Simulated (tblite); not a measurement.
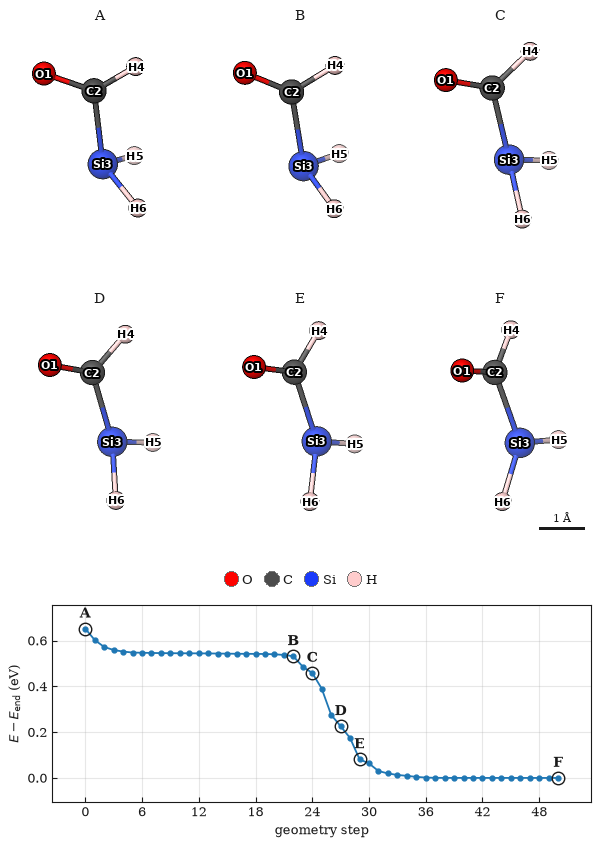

Frames of a relaxation of CH₃OSi (multiplicity 2), marked on the history of the run. A ball-and-stick model, seen from a free direction.

These are results of GFN2-xTB geometry optimisation, gas phase (tblite), not measurements. 

> Describe the path.

After 50 geometry steps the energy has fallen by 0.652 eV. The largest move after the best rigid fit is that of H4, 1.02 Å. Largest moves by element: H 1.02 Å, O 0.86 Å, Si 0.40 Å, C 0.04 Å. Some distances before and after: Si3–H5 1.487 → 1.452 Å, Si3–H6 1.476 → 1.448 Å, C2–Si3 1.873 → 1.846 Å, O1–C2 1.210 → 1.230 Å. Among the angles between lasting bonds that change: H5–Si3–H6 107.6° → 118.6°, C2–Si3–H6 111.8° → 122.4°, C2–Si3–H5 111.0° → 119.1°. From step 0 to 22: O1 moves most (0.15 Å), energy −0.121 eV. From step 22 to 24: H4 moves most (0.40 Å), energy −0.073 eV. From step 24 to 27: H4 moves most (0.17 Å), energy −0.233 eV. From step 27 to 29: H4 moves most (0.18 Å), energy −0.145 eV. From step 29 to 50: H4 moves most (0.22 Å), energy −0.082 eV.

```tsv
step	E − E(0), eV
0	0.0000
1	-0.0497
2	-0.0801
3	-0.0933
4	-0.1001
5	-0.1045
6	-0.1053
7	-0.1062
8	-0.1069
9	-0.1074
10	-0.1076
12	-0.1080
14	-0.1088
16	-0.1098
18	-0.1103
21	-0.1149
23	-0.1663
25	-0.2620
27	-0.4262
29	-0.5708
31	-0.6221
33	-0.6393
35	-0.6477
37	-0.6518
39	-0.6521
42	-0.6522
44	-0.6522
46	-0.6523
48	-0.6523
50	-0.6523
```
